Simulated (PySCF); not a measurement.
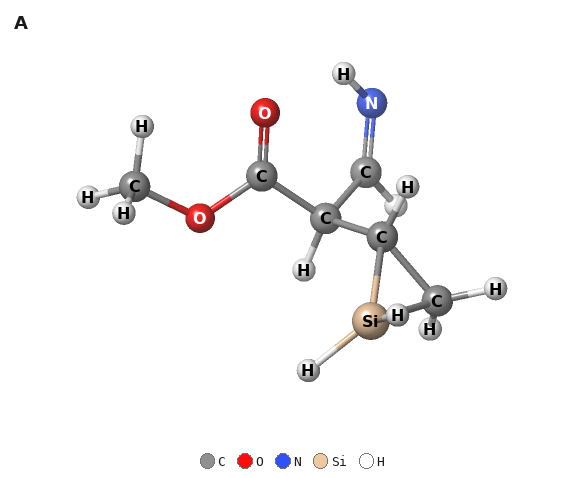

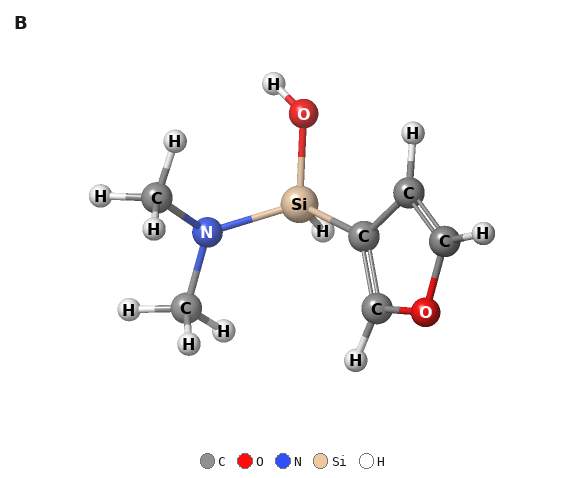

2 stationary structures of one formula. Geometries: GFN2-xTB. Electronic energies: PBE0/pcSseg-1 (PySCF 2.14.0), without zero-point energy. No frequency run is at hand to confirm each as a minimum. Each is one conformer, not always the lowest.

Question: Are they conformers, stereoisomers or constitutional isomers?

Answer: They are constitutional isomers of C6H11NO2Si: A `[H]/N=C\[C@H](C(=O)OC)[C@@H]1C[SiH2]1`, B `CN(C)[Si@@H](O)c1ccoc1`.

Question: Rank them by energy, lowest first.

Answer: B is lowest; A lies 250.2 kJ/mol above it.

The geometry is semi-empirical. Around Si such bond lengths and angles can be off by a tenth of an ångström or more and by several degrees, and values that hang on the shape move with them.
